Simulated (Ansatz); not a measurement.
Fields on a plane of TiC (rock salt)

```xyz
2
Lattice="0.0000 2.1639 2.1639 2.1639 0.0000 2.1639 2.1639 2.1639 0.0000" Properties=species:S:1:pos:R:3 pbc="T T T"
C      0.0000     0.0000     0.0000
Ti     2.1639     2.1639     2.1639
```

The slice is a {100} plane (indices of the conventional cell) through the point (0.000, 0.000, 0.000) (fractional), spanned by u = [100] and v = [0 1 -1] in vectors of this cell: u (3.06 Å) and v (3.06 Å, at 90° to u). It covers one period; positions are fractions (u, v).

Atoms on it: C at (0.00, 0.00); Ti at (0.50, 0.50).

Calculation: r2SCAN (plane waves to 500 eV, PAW, scalar-relativistic; Ansatz, a program for electronic structure). k mesh 18×18×18. These are valence fields of a PAW run, semicore shells included where kept as valence: close to a nucleus they are smooth pseudo fields. TiC is run without spin polarisation. TiC was relaxed with its symmetry unable to fall.

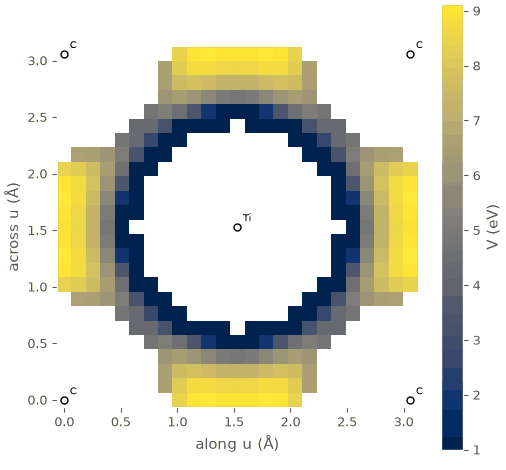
*Electrostatic potential energy of an electron, from the cell's mean, in eV, one period of the plane, atoms marked. Points within 0.9 Å of a nucleus are left white, as the pseudised field means little there. Values under 1 eV are set to 1. The zero, the cell's mean, hangs on the PAW cores.*

```tsv
v \ u	0.00	0.08	0.17	0.25	0.33	0.42	0.50	0.58	0.67	0.75	0.83	0.92
0.92	0.2	0.2	0.1	-0.1	-0.4	-0.6	-0.7	-0.6	-0.4	-0.1	0.1	0.2
0.83	0.1	0.1	0.0	-0.2	-0.4	-0.5	-0.5	-0.5	-0.4	-0.2	0.0	0.1
0.75	-0.1	-0.1	-0.2	-0.3	-0.2	0.0	0.1	0.0	-0.2	-0.3	-0.2	-0.1
0.67	-0.4	-0.4	-0.4	-0.2	0.3	0.6	0.7	0.6	0.3	-0.2	-0.4	-0.4
0.58	-0.6	-0.6	-0.5	0.0	0.6	0.9	1.0	0.9	0.6	0.0	-0.5	-0.6
0.50	-0.7	-0.7	-0.5	0.1	0.7	1.0	1.0	1.0	0.7	0.1	-0.5	-0.7
0.42	-0.6	-0.6	-0.5	0.0	0.6	0.9	1.0	0.9	0.6	0.0	-0.5	-0.6
0.33	-0.4	-0.4	-0.4	-0.2	0.3	0.6	0.7	0.6	0.3	-0.2	-0.4	-0.4
0.25	-0.1	-0.1	-0.2	-0.3	-0.2	0.0	0.1	0.0	-0.2	-0.3	-0.2	-0.1
0.17	0.1	0.1	0.0	-0.2	-0.4	-0.5	-0.5	-0.5	-0.4	-0.2	0.0	0.1
0.08	0.2	0.2	0.1	-0.1	-0.4	-0.6	-0.7	-0.6	-0.4	-0.1	0.1	0.2
0.00	0.2	0.2	0.1	-0.1	-0.4	-0.6	-0.7	-0.6	-0.4	-0.1	0.1	0.2
```

Values: log₁₀ of the valence density in e/Å³. The scale is logarithmic, as a density can span decades between atoms and voids.

- Density on the C–Ti line (2.16 Å) at its midpoint: 0.52 e/Å³
- ELF at that point: 0.28
